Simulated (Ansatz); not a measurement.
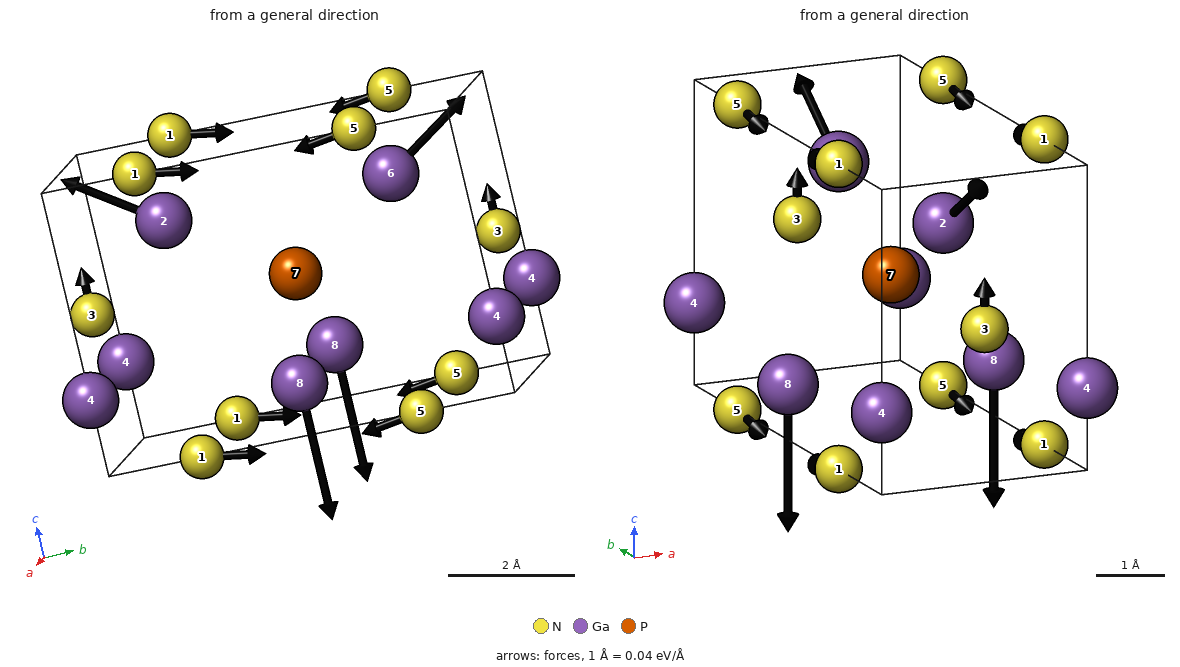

Crystal structure, spheres-only style, seen from two general directions. The lines enclose the simulation cell; boundary atoms appear with their images. The arrows are the computed forces on the atoms.

System: Ga$_{4}$PN$_{3}$. The calculation used DFT, HSE06, plane waves, PAW in Ansatz 0.2.0, with cutoff 420 eV, a 4×2×4 k-point grid, Fermi-Dirac smearing of 0.02 eV, no spin polarisation.

Has this structure been optimised to equilibrium?

No. The atoms still feel forces of up to about 0.074 eV/Å, above a usual threshold of 0.01 to 0.03 eV/Å.

Identify the atom with the maximum force.

Ga8, about 0.074 eV/Å.

Provenance: a structure type filled with these elements by a generator (whether the compound takes this form wasn't checked). Earlier steps of the study may have refined or changed the cell and positions. It went into a calculation with Ansatz.
